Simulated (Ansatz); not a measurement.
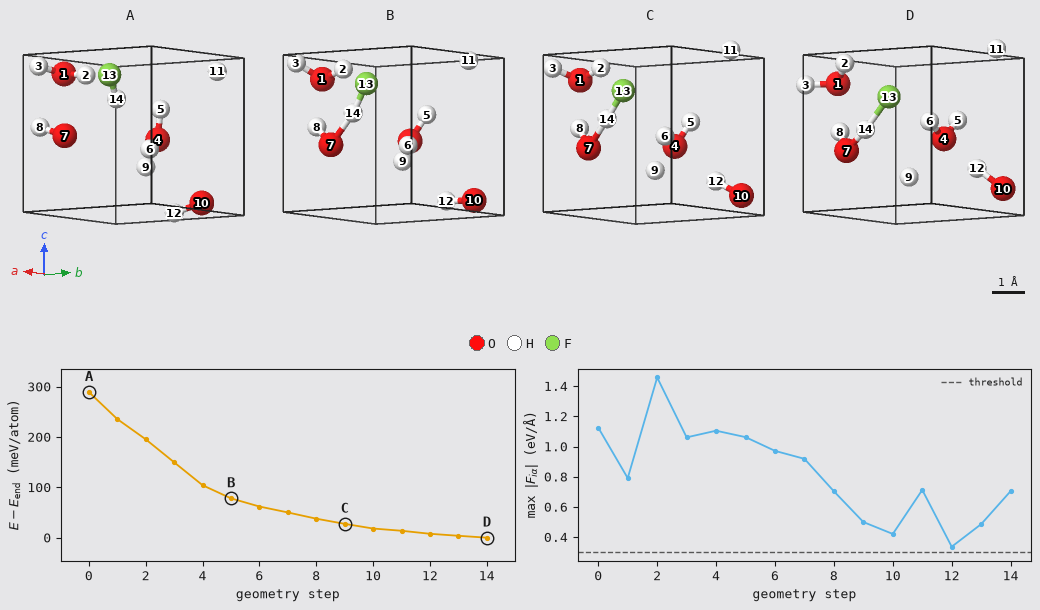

Frames of a relaxation of an amorphous cell of composition H9O4F, marked on the history of the run. The picture is a ball-and-stick view of the cell of the calculation, seen from a free direction.

The cell holds 4 H2O + 1 HF. The run prepares the start of a later molecular dynamics calculation, from a guessed geometry.

The calculation used DFT LDA, scalar-relativistic, plane waves, PAW (Ansatz 0.2.0).

The input:
```yaml
crystal:
  lattice:
    - [4.975884, 0.0, 0.0]
    - [0.0, 4.975884, 0.0]
    - [0.0, 0.0, 4.975884]
  atoms:
    - { symbol: O, position: [0.6817073, 0.0872371, 0.8978028] }
    - { symbol: H, position: [0.7095044, 0.2788821, 0.8780833] }
    - { symbol: H, position: [0.8591628, 0.017746, 0.9374244] }
    - { symbol: O, position: [0.2874816, 0.5336656, 0.4848751] }
    - { symbol: H, position: [0.3048171, 0.5683629, 0.6756235] }
    - { symbol: H, position: [0.4571627, 0.5934205, 0.4105311] }
    - { symbol: O, position: [0.8816601, 0.2368703, 0.4819455] }
    - { symbol: H, position: [0.8935442, 0.0530782, 0.5449422] }
    - { symbol: H, position: [1.0229061, 0.2501956, 0.3486737] }
    - { symbol: O, position: [0.2639108, 0.8612652, 1.0670727] }
    - { symbol: H, position: [0.2257777, 0.9545792, 0.9005563] }
    - { symbol: H, position: [0.3128422, 0.6816365, 1.0102519] }
    - { symbol: F, position: [0.9475795, 0.6349335, 0.8426164] }
    - { symbol: H, position: [0.8294197, 0.6035915, 0.700205] }
basis:
  ecutwfc: 420.0
kpoints:
  mp_grid: { grid: [1, 1, 1] }
hamiltonian:
  xc: lda
scf:
  occupations: { method: fermi_dirac, width: 0.05 }
  lower_state_search: "off"
relax:
  f_tol: 0.3
  max_steps: 15
  adjacent_minimum: "off"
```

Command:
```bash
ansatz run input.yaml --threads 1 --pin off --max-ram 3072MiB --backend cpu --events-out ev --progress --plain --runs-dir out
```

Q: Describe the path.

A: The relaxation stopped without meeting its thresholds, so the last structure isn't shown to be converged. It used up its limit of 15 steps. H12 moves most: 1.59 Å along [0 1 2]. Largest moves by element: H 1.59 Å, O 0.81 Å, F 0.72 Å. The cell doesn't change. Among the contacts that change: H9–O10 2.673 → 1.272 Å, O7–H14 2.139 → 1.054 Å, F13–H14 0.934 → 1.357 Å, O7–H9 0.969 → 1.146 Å. New bonds form: O7–H14 (2.14 → 1.05 Å). Among the angles between lasting bonds that change: H8–O7–H9 104.0° → 112.4°, H5–O4–H6 104.0° → 109.3°. The energy falls by 289 meV per atom in 14 geometry steps. Largest force component: 1.1 eV/Å at the start, 0.7 eV/Å at the end. The run took 9.7 s on 1 thread of Arm Neoverse V1, on a shared host, peak memory 0.26 GiB. From step 0 to 5: H14 moves most (0.87 Å), energy −211 meV per atom. From step 5 to 9: H12 moves most (0.70 Å), energy −50.6 meV per atom. From step 9 to 14: H3 moves most (0.81 Å), energy −27.5 meV per atom.

```
step  E − E(0), meV/atom  largest force component, eV/Å
   0                0.00                         1.1250
   1              -53.71                         0.7909
   2              -93.88                         1.4574
   3             -139.55                         1.0608
   4             -185.06                         1.1049
   5             -211.18                         1.0624
   6             -227.40                         0.9714
   7             -239.15                         0.9186
   8             -251.55                         0.7036
   9             -261.82                         0.5000
  10             -271.11                         0.4211
  11             -275.53                         0.7128
  12             -281.53                         0.3365
  13             -285.51                         0.4861
  14             -289.27                         0.7047
```

Limits of the set-up: the periodic images lie only 5.0 Å apart, so the values are limited by the cell's size.
